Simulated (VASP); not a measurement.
**In: convergence with the SCF threshold and plane-wave cutoff**

A convergence test on In: the SCF threshold and plane-wave cutoff. The series runs use PBE. The SCF threshold tried: EDIFF = 0.01; EDIFF = 0.001; EDIFF = 1E-04; EDIFF = 1E-05; EDIFF = 1E-06; EDIFF = 1E-08. The plane-wave cutoff tried: ENCUT = 140; ENCUT = 180; ENCUT = 220; ENCUT = 240; ENCUT = 280; ENCUT = 310; ENCUT = 380; ENCUT = 480. The start is a cell from a database of measured crystal structures.

Program: VASP 6.6.1. Level of theory: PBE; plane waves and PAW (In_d). Results are calculated unless marked as measured.

## 1. Set-up

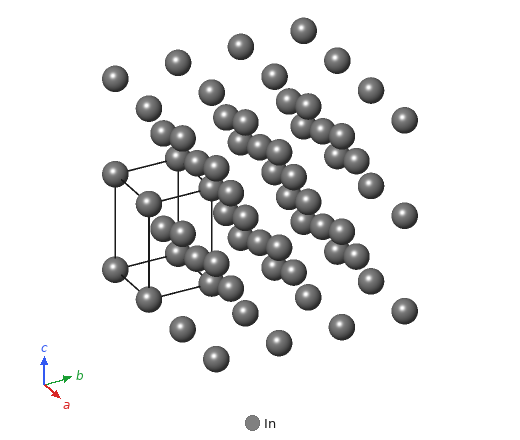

The starting structure, seen from a free direction (indium grey). 3×3×2 cells are drawn. This picture shows the conventional cell, with its axes. Some periodic images of atoms are drawn too.

## 2. SCF threshold: EDIFF = 0.01

EDIFF stops the electronic loop; forces need it tighter than energies do. PBE, the usual starting point, adds the gradient of the density.

INCAR

```
SYSTEM = In
PREC = Accurate
ENCUT = 400
EDIFF = 0.01
NELM = 100
ISMEAR = -1
SIGMA = 0.05
LREAL = .FALSE.
ALGO = Normal
GGA = PE
NBANDS = 12
LORBIT = 11
LWAVE = .FALSE.
LCHARG = .FALSE.
KPAR = 2
ISIF = 2
```

POSCAR

```
In
1.0
   -1.6254700000      1.6254700000      2.4737000000
    1.6254700000     -1.6254700000      2.4737000000
    1.6254700000      1.6254700000     -2.4737000000
In
1
Direct
    0.0000000000      0.0000000000      0.0000000000
```

KPOINTS

```
Automatic mesh
0
Gamma
10 10 10
0 0 0
```

The projector-augmented-wave data sets are In_d (PBE family, release 64).

On the command line:

```
$ mpirun -np 2 vasp_std
```

What it wrote:

```text
[banner, memory and clock lines left out]
running    2 mpi-ranks, on    1 nodes
 distrk:  each k-point on    1 cores,    2 groups
 distr:  one band on    1 cores,    1 groups

 POSCAR found type information on POSCAR In
 POSCAR found :  1 types and       1 ions
 LDA part: xc-table for (Slater+PW92), standard interpolation
 POSCAR, INCAR and KPOINTS ok, starting setup
 FFT: planning ... GRIDC
 FFT: planning ... GRID_SOFT
 FFT: planning ... GRID
 WAVECAR not read
 entering main loop
       N       E                     dE             d eps       ncg     rms          rms(c)
DAV:   1     0.723945256540E+02    0.72395E+02   -0.54124E+03  2508   0.115E+03
DAV:   2     0.864494004875E+00   -0.71530E+02   -0.69756E+02  2564   0.267E+02
DAV:   3    -0.250347181434E+01   -0.33680E+01   -0.33582E+01  2992   0.602E+01
DAV:   4    -0.258253770030E+01   -0.79066E-01   -0.79048E-01  3148   0.898E+00
DAV:   5    -0.258584366700E+01   -0.33060E-02   -0.33057E-02  2932   0.163E+00    0.230E+00
DAV:   6    -0.256308404718E+01    0.22760E-01   -0.36269E-02  2756   0.387E+00    0.115E+00
DAV:   7    -0.255850480417E+01    0.45792E-02   -0.10739E-02  1608   0.205E+00
   1 F= -.25585048E+01 E0= -.25568366E+01  d E =-.333645E-02
```

It took 5.2 s on 2 MPI ranks of Intel Xeon Platinum 8175M at 2.50GHz (Skylake/Cascade Lake), shared host; peak memory 0.27 GiB.

Lines that name or quote the potential files are left out of all logs, and their timing lines are given in words.

From OUTCAR (step 2):

```text
ion  position               nearest neighbor table
   1  0.000  0.000  0.000-

  LATTYP: Found a body centered tetragonal cell.
 ALAT       =     3.2509400000
 C/A-ratio  =     1.5218367611

 Subroutine GETGRP returns: Found 16 space group operations
 (whereof 16 operations were pure point group operations)

The static configuration has the point symmetry D_4h.

 Found    102 irreducible k-points:

   k-points           NKPTS =    102   k-points in BZ     NKDIM =    102   number of bands    NBANDS=     12

   dimension x,y,z NGX =    24 NGY =   24 NGZ =   24
   dimension x,y,z NGXF=    48 NGYF=   48 NGZF=   48

   ENCUT  =  400.0 eV  29.40 Ry    5.42 a.u.   5.51  5.51  5.51*2*pi/ulx,y,z

   NELECT =      13.0000    total number of electrons

 k-points in reciprocal lattice and weights: Automatic mesh
   0.00000000  0.00000000  0.00000000       0.001
   0.10000000  0.00000000 -0.00000000       0.008
   0.20000000  0.00000000 -0.00000000       0.008
   0.30000000  0.00000000  0.00000000       0.008
   0.40000000  0.00000000  0.00000000       0.008
   0.50000000  0.00000000 -0.00000000       0.004
   0.10000000  0.10000000 -0.00000000       0.008
   0.20000000  0.10000000 -0.00000000       0.016
   0.30000000  0.10000000 -0.00000000       0.016
[...]
-0.40000000 -0.40000000  0.40000000       0.002
   0.50000000  0.50000000  0.50000000       0.001

 average (electrostatic) potential at core
       1 -93.8011

 E-fermi :   7.5131

 k-point     1 :       0.0000    0.0000    0.0000
  band No.  band energies     occupation
    ...
      2      -7.0610      2.00000
      3      -7.0610      2.00000
      4      -6.9802      2.00000
      5      -6.8725      2.00000
      6      -2.0124      2.00000
      7      18.0772      0.00000
      8      18.0773      0.00000
      9      18.2462      0.00000
     10      19.1253      0.00000
     11      21.5361      0.00000
    ...

 k-point     2 :       0.1000    0.0000   -0.0000
  band No.  band energies     occupation
    ...
      2      -7.0623      2.00000
      3      -7.0458      2.00000
      4      -6.9759      2.00000
      5      -6.8783      2.00000
      6      -1.7926      2.00000
      7      15.7825      0.00000
      8      17.6761      0.00000
      9      17.8221      0.00000
     10      18.9241      0.00000
     11      21.7803      0.00000
    ...

 k-point     3 :       0.2000    0.0000   -0.0000
  band No.  band energies     occupation
    ...
      2      -7.0755      2.00000
      3      -7.0179      2.00000
      4      -6.9383      2.00000
      5      -6.8813      2.00000
      6      -1.1247      2.00000
      7      12.3450      0.00000
      8      16.7289      0.00000
      9      17.3573      0.00000
     10      18.8590      0.00000
     11      20.5656      0.00000
    ...

  Total        1.0816568      1.0816568      0.6741120      0.0000000     -0.0000000      0.0000000
  in kB       66.2880304     66.2880304     41.3121415      0.0000000     -0.0000000      0.0000000
  external PRESSURE =      57.9627341 kB  Pullay stress =       0.0000000 kB

  energy-cutoff  :      400.00
  volume of cell :       26.14
      direct lattice vectors                 reciprocal lattice vectors
    -1.625470000  1.625470000  2.473700000     0.000000000  0.307603339  0.202126369
     1.625470000 -1.625470000  2.473700000     0.307603339  0.000000000  0.202126369
     1.625470000  1.625470000 -2.473700000     0.307603339  0.307603339  0.000000000

 POSITION                                       TOTAL-FORCE (eV/Angst)
 -----------------------------------------------------------------------------------
      0.00000      0.00000      0.00000         0.000000      0.000000     -0.000000
 -----------------------------------------------------------------------------------
    total drift:                                0.000000      0.000000     -0.000000

  FREE ENERGIE OF THE ION-ELECTRON SYSTEM (eV)
  ---------------------------------------------------
  free  energy   TOTEN  =        -2.5585048042 eV

  energy  without entropy=       -2.5551683523  energy(sigma->0) =       -2.55683658

 total charge
# of ion       s       p       d       tot
------------------------------------------
    1        1.002   0.494   9.848  11.344

[... 3 further parts left out ...]
```

This run has no spin polarisation. Its electron count is odd, so without a moment it is a metal by construction. The k-mesh is coarse for a metal.

This step gave:

```yaml
electronic_steps: 7
electrons: 13
bands: 12
irreducible_k_points: 102
symmetry_operations: 16
free_energy_toten: -2.559 eV
energy_at_zero_smearing: -2.557 eV
fermi_energy: 7.513 eV
pressure: 5.796 GPa
metallic: yes
```

The series starts at -2.5568 eV an atom and 5.80 GPa, after 7 cycles in 5.2 s.

## 3. SCF threshold: EDIFF = 0.001

Changes to INCAR since step 2:

```diff
@@ -3,3 +3,3 @@
 ENCUT = 400
-EDIFF = 0.01
+EDIFF = 0.001
 NELM = 100
```

POSCAR is that of step 2.

KPOINTS is that of step 2.

On the command line:

```
$ mpirun -np 2 vasp_std
```

What it wrote:

```text
[... set-up lines as in an earlier step ...]
 entering main loop
       N       E                     dE             d eps       ncg     rms          rms(c)
[... 4 cycles as in an earlier step ...]
DAV:   5    -0.258594742016E+01   -0.34097E-02   -0.34095E-02  3352   0.163E+00    0.230E+00
DAV:   6    -0.256307533105E+01    0.22872E-01   -0.36434E-02  3096   0.391E+00    0.115E+00
DAV:   7    -0.255861781049E+01    0.44575E-02   -0.11476E-02  3092   0.203E+00    0.259E-01
DAV:   8    -0.255833043876E+01    0.28737E-03   -0.73692E-04  1644   0.497E-01
   1 F= -.25583304E+01 E0= -.25566644E+01  d E =-.333199E-02
```

Run time: 5.8 s. Hardware: 2 MPI ranks; peak memory 0.27 GiB.

OUTCAR, selected parts (step 3):

```text
  Total        0.3573485      0.3573485     -0.1012844      0.0000000     -0.0000000      0.0000000
  in kB       21.8996713     21.8996713     -6.2070901      0.0000000     -0.0000000      0.0000000
  external PRESSURE =      12.5307508 kB  Pullay stress =       0.0000000 kB

 POSITION                                       TOTAL-FORCE (eV/Angst)
 -----------------------------------------------------------------------------------
      0.00000      0.00000      0.00000        -0.000000      0.000000      0.000000
 -----------------------------------------------------------------------------------
    total drift:                               -0.000000      0.000000      0.000000

  FREE ENERGIE OF THE ION-ELECTRON SYSTEM (eV)
  ---------------------------------------------------
  free  energy   TOTEN  =        -2.5583304388 eV

  energy  without entropy=       -2.5549984506  energy(sigma->0) =       -2.55666444

[... 2 parts as in an earlier step ...]

[... 1 further part left out ...]
[key lines of the parts left out:]
E-fermi :   7.5098
```

Against the run before the energy moves by +0.17 meV an atom and the pressure by -4.54 GPa, after 8 cycles in 5.8 s.

## 4. SCF threshold: EDIFF = 1E-04

Changes to INCAR since step 3:

```diff
@@ -3,3 +3,3 @@
 ENCUT = 400
-EDIFF = 0.001
+EDIFF = 1E-04
 NELM = 100
```

POSCAR is that of step 3.

KPOINTS is that of step 3.

On the command line:

```
$ mpirun -np 2 vasp_std
```

What it wrote:

```text
[... set-up lines as in an earlier step ...]
 entering main loop
       N       E                     dE             d eps       ncg     rms          rms(c)
[... 4 cycles as in an earlier step ...]
DAV:   5    -0.258594749077E+01   -0.34098E-02   -0.34096E-02  3360   0.163E+00    0.230E+00
DAV:   6    -0.256307523479E+01    0.22872E-01   -0.36437E-02  3096   0.391E+00    0.115E+00
DAV:   7    -0.255861781806E+01    0.44574E-02   -0.11475E-02  3180   0.203E+00    0.259E-01
DAV:   8    -0.255834589925E+01    0.27192E-03   -0.89138E-04  3264   0.497E-01    0.340E-02
DAV:   9    -0.255835232962E+01   -0.64304E-05   -0.10115E-05  1660   0.466E-02
   1 F= -.25583523E+01 E0= -.25566866E+01  d E =-.333139E-02
```

Wall time 6.4 s (2 MPI ranks); peak memory 0.27 GiB; 11 s of CPU time.

Parts of OUTCAR (step 4):

```text
  Total        0.4609786      0.4609786     -0.0025861      0.0000000      0.0000000      0.0000000
  in kB       28.2505202     28.2505202     -0.1584891      0.0000000      0.0000000      0.0000000
  external PRESSURE =      18.7808504 kB  Pullay stress =       0.0000000 kB

 POSITION                                       TOTAL-FORCE (eV/Angst)
 -----------------------------------------------------------------------------------
      0.00000      0.00000      0.00000        -0.000000     -0.000000     -0.000000
 -----------------------------------------------------------------------------------
    total drift:                               -0.000000      0.000000     -0.000000

  FREE ENERGIE OF THE ION-ELECTRON SYSTEM (eV)
  ---------------------------------------------------
  free  energy   TOTEN  =        -2.5583523296 eV

  energy  without entropy=       -2.5550209352  energy(sigma->0) =       -2.55668663

[... 2 parts as in an earlier step ...]

[... 1 further part left out ...]
[key lines of the parts left out:]
E-fermi :   7.5092
```

Against the run before the energy moves by -0.02 meV an atom and the pressure by +0.63 GPa, after 9 cycles in 6.4 s.

## 5. SCF threshold: EDIFF = 1E-05

Changes to INCAR since step 4:

```diff
@@ -3,3 +3,3 @@
 ENCUT = 400
-EDIFF = 1E-04
+EDIFF = 1E-05
 NELM = 100
```

POSCAR is that of step 4.

KPOINTS is that of step 4.

On the command line:

```
$ mpirun -np 2 vasp_std
```

What it wrote:

```text
[... set-up lines as in an earlier step ...]
 entering main loop
       N       E                     dE             d eps       ncg     rms          rms(c)
[... 7 cycles as in an earlier step ...]
DAV:   8    -0.255834592695E+01    0.27189E-03   -0.89166E-04  3280   0.497E-01    0.340E-02
DAV:   9    -0.255835238618E+01   -0.64592E-05   -0.10479E-05  2240   0.464E-02
   1 F= -.25583524E+01 E0= -.25566867E+01  d E =-.333139E-02
```

Run time: 6.6 s. Hardware: 2 MPI ranks; peak memory 0.27 GiB; 11 s of CPU time.

From OUTCAR (step 5):

```text
  Total        0.4597205      0.4597205     -0.0040036      0.0000000      0.0000000      0.0000000
  in kB       28.1734135     28.1734135     -0.2453537      0.0000000      0.0000000      0.0000000
  external PRESSURE =      18.7004911 kB  Pullay stress =       0.0000000 kB

 POSITION                                       TOTAL-FORCE (eV/Angst)
 -----------------------------------------------------------------------------------
      0.00000      0.00000      0.00000         0.000000     -0.000000      0.000000
 -----------------------------------------------------------------------------------
    total drift:                               -0.000000      0.000000      0.000000

  FREE ENERGIE OF THE ION-ELECTRON SYSTEM (eV)
  ---------------------------------------------------
  free  energy   TOTEN  =        -2.5583523862 eV

  energy  without entropy=       -2.5550209920  energy(sigma->0) =       -2.55668669

[... 2 parts as in an earlier step ...]

[... 1 further part left out ...]
[key lines of the parts left out:]
E-fermi :   7.5092
```

Against the run before the energy stays within 0.01 meV an atom; the pressure moves by -0.01 GPa, after 9 cycles in 6.6 s.

## 6. SCF threshold: EDIFF = 1E-06

Changes to INCAR since step 5:

```diff
@@ -3,3 +3,3 @@
 ENCUT = 400
-EDIFF = 1E-05
+EDIFF = 1E-06
 NELM = 100
```

POSCAR is that of step 5.

KPOINTS is that of step 5.

On the command line:

```
$ mpirun -np 2 vasp_std
```

What it wrote:

```text
[... set-up lines as in an earlier step ...]
 entering main loop
       N       E                     dE             d eps       ncg     rms          rms(c)
[... 8 cycles as in an earlier step ...]
DAV:   9    -0.255835270024E+01   -0.67733E-05   -0.13616E-05  3496   0.464E-02    0.145E-02
DAV:  10    -0.255835329643E+01   -0.59619E-06   -0.98654E-07  2148   0.116E-02
   1 F= -.25583533E+01 E0= -.25566877E+01  d E =-.333117E-02
```

The job ended after 7.2 s (2 MPI ranks; peak memory 0.27 GiB; 13 s of CPU time).

From OUTCAR (step 6):

```text
  Total        0.4714035      0.4714035      0.0079945      0.0000000     -0.0000000      0.0000000
  in kB       28.8893942     28.8893942      0.4899352      0.0000000     -0.0000000      0.0000000
  external PRESSURE =      19.4229079 kB  Pullay stress =       0.0000000 kB

 POSITION                                       TOTAL-FORCE (eV/Angst)
 -----------------------------------------------------------------------------------
      0.00000      0.00000      0.00000        -0.000000     -0.000000     -0.000000
 -----------------------------------------------------------------------------------
    total drift:                               -0.000000      0.000000      0.000000

  FREE ENERGIE OF THE ION-ELECTRON SYSTEM (eV)
  ---------------------------------------------------
  free  energy   TOTEN  =        -2.5583532964 eV

  energy  without entropy=       -2.5550221260  energy(sigma->0) =       -2.55668771

[... 2 parts as in an earlier step ...]

[... 1 further part left out ...]
[key lines of the parts left out:]
E-fermi :   7.5091
```

Against the run before the energy stays within 0.01 meV an atom; the pressure moves by +0.07 GPa, after 10 cycles in 7.2 s.

## 7. SCF threshold: EDIFF = 1E-08

Changes to INCAR since step 6:

```diff
@@ -3,3 +3,3 @@
 ENCUT = 400
-EDIFF = 1E-06
+EDIFF = 1E-08
 NELM = 100
```

POSCAR is that of step 6.

KPOINTS is that of step 6.

On the command line:

```
$ mpirun -np 2 vasp_std
```

What it wrote:

```text
[... set-up lines as in an earlier step ...]
 entering main loop
       N       E                     dE             d eps       ncg     rms          rms(c)
[... 9 cycles as in an earlier step ...]
DAV:  10    -0.255835331127E+01   -0.61102E-06   -0.11488E-06  2816   0.116E-02    0.172E-03
DAV:  11    -0.255835330549E+01    0.57782E-08   -0.46041E-08  3308   0.199E-03
   1 F= -.25583533E+01 E0= -.25566877E+01  d E =-.333115E-02
```

It took 8 s on 2 MPI ranks; peak memory 0.26 GiB.

From OUTCAR (step 7):

```text
  Total        0.4700103      0.4700103      0.0067557      0.0000000     -0.0000000      0.0000000
  in kB       28.8040120     28.8040120      0.4140148      0.0000000     -0.0000000      0.0000000
  external PRESSURE =      19.3406796 kB  Pullay stress =       0.0000000 kB

  FREE ENERGIE OF THE ION-ELECTRON SYSTEM (eV)
  ---------------------------------------------------
  free  energy   TOTEN  =        -2.5583533055 eV

  energy  without entropy=       -2.5550221524  energy(sigma->0) =       -2.55668773

[... 3 parts as in an earlier step ...]

[... 1 further part left out ...]
[key lines of the parts left out:]
E-fermi :   7.5091
```

Against the run before the energy stays within 0.01 meV an atom; the pressure moves by -0.01 GPa, after 11 cycles in 8 s.

## 8. The SCF threshold series as a table

This step: convergence of PBE results with the threshold; plane waves and PAW (VASP 6.6.1).

Derived from the runs above.

Differences are taken from the run with EDIFF = 1E-08. Results of the series, by row:

```tsv
setting	status	energy less the reference (meV/atom)	pressure (GPa)	SCF cycles	wall time (s)
EDIFF = 0.01	converged	-0.1489	5.796	7	5.2
EDIFF = 0.001	converged	0.02329	1.253	8	5.8
EDIFF = 1E-04	converged	0.0011	1.878	9	6.4
EDIFF = 1E-05	converged	0.00104	1.87	9	6.6
EDIFF = 1E-06	converged	2.00e-5	1.942	10	7.2
EDIFF = 1E-08	converged	0	1.934	11	8
```

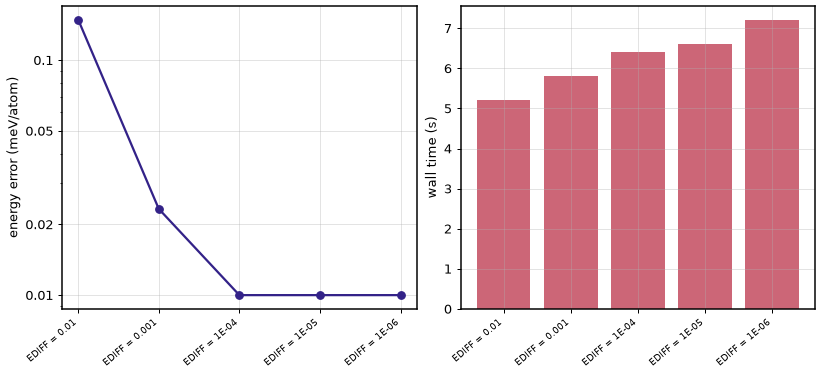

The energy error in size, against the reference run (errors under 0.01 are drawn at 0.01), and the wall time by setting.

(Continued in part 2 of 3.)

[Lines on the potential files, build, host, timing and source positions are cut from VASP's logs without a mark.]

[Logs are printed without paths, hosts, clocks, repeated set-up lines and the standing remarks that a program may print on its own settings, such as how far it seeks lower states.]

[Hosts, paths, dates, database ids (printed as entryN), source tags and the programs' standing remarks are cut or masked in the printed files.]

[A measured line is paired with the nearest computed mode of its activity, which favours agreement.]
